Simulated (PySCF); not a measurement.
C4H3F2NO

The calculation's input:

```
{"job": {"xc": "B3LYP", "basis": "pcSseg-1", "solvent": "benzene", "kind": "nmr", "pop": true}, "charge": 0, "multiplicity": 1}
N      2.294787     0.094812    -0.956971
C      1.721610    -0.371169     0.174121
O      2.315119    -0.911466     1.075019
C      0.281151    -0.156126     0.207950
C     -0.904020    -0.045612     0.371774
C     -2.345279     0.140053     0.467608
F     -2.670940     1.454741     0.391966
F     -2.982740    -0.473026    -0.560931
H      3.289704    -0.007966    -1.072202
H      1.759406     0.538963    -1.681753
H     -2.753374    -0.260534     1.411520
```

Launched as:

```sh
OMP_NUM_THREADS=1 python ens_run.py task.json out
```

Geometry: GFN2-xTB.

Level of theory: B3LYP/pcSseg-1, SCF density, in a benzene solvent model, non-relativistic (PySCF).

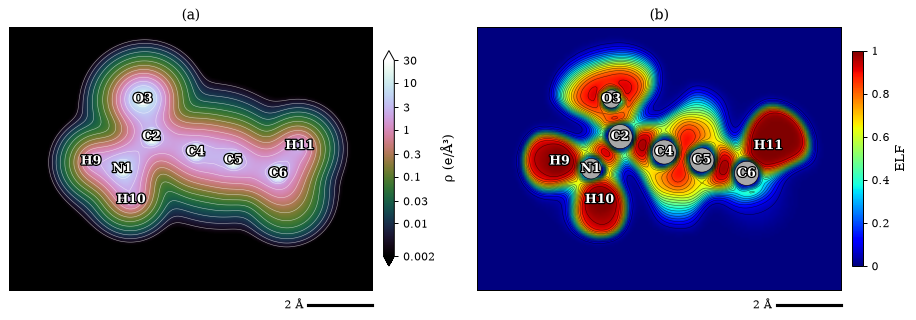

Figure 1. (a) electron density; (b) ELF on the plane of atoms H9, N1 and H10. Grey discs cover the atomic cores in the ELF map.

Interpret the plot.

The section cuts through N, C, O and H sites.
C–C (1.20 Å): ρ is about 2.8 e/Å³ halfway; the ELF peaks at about 0.85 between the atoms: a multiple bond.
C–O (1.21 Å): the density is about 3.3 e/Å³ at the midpoint; the ELF peaks at about 0.85 between the atoms (a multiple bond).
C–N (1.35 Å): the density is about 2.4 e/Å³ at the midpoint; the ELF peaks at about 0.90 between the atoms, as expected for localised, covalent bonding.
N–H (1.00 Å): the density is about 2.9 e/Å³ at the midpoint; the ELF climbs to about 1 towards the hydrogen, as it does in any bond to H: a covalent bond by its length.
C–H (1.10 Å): the density is about 2.2 e/Å³ at the midpoint; the ELF climbs to about 1 towards the hydrogen; an ordinary covalent bond to hydrogen.
The ELF also peaks beside O3, away from the bonds: lone-pair regions.

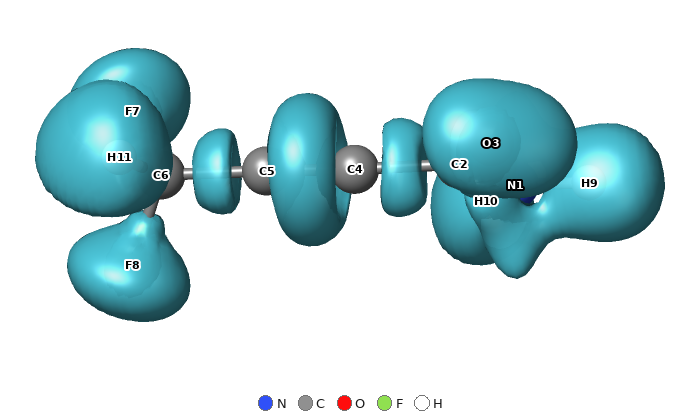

Figure 2. Isosurface of the electron localisation function at 0.75 (cyan), seen from one side. Core shells and regions of very low density are left out.

Identify the bonds, lone pairs and shells in this picture.

The ELF exceeds this value in three regions between bonded C–C atoms (shared pairs), one region around a hydrogen nucleus, two regions on F in which the atom's valence shell and bonds are merged, one region on O in which the atom's valence shell and bonds are merged and one joined region spread over several atoms (H, N), in which their bonds and any lone pairs are merged.

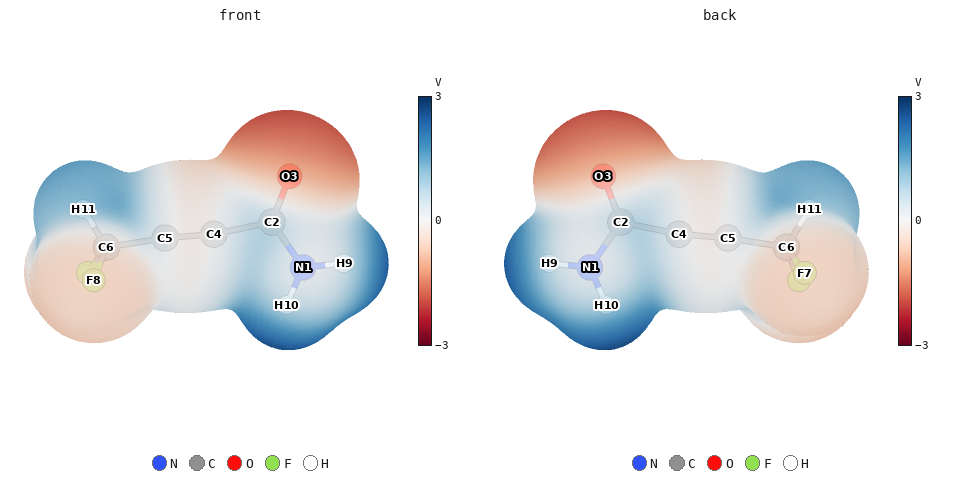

Figure 3. The molecular electrostatic potential painted on the density surface at 0.002 e/bohr³, seen from the front and from behind; the colour scale runs from red (negative) to blue (positive).

Which sites attract a positive test charge, and which a negative one?

A positive charge is drawn to the negative regions and a negative charge to the positive ones. The most negative region (about −1.9 V) lies over O3, the most positive (about +2.6 V) over H10. O3 is the likeliest acceptor of a hydrogen bond.

How polar is the molecule by this calculation?

Its dipole moment is 2.68 D.
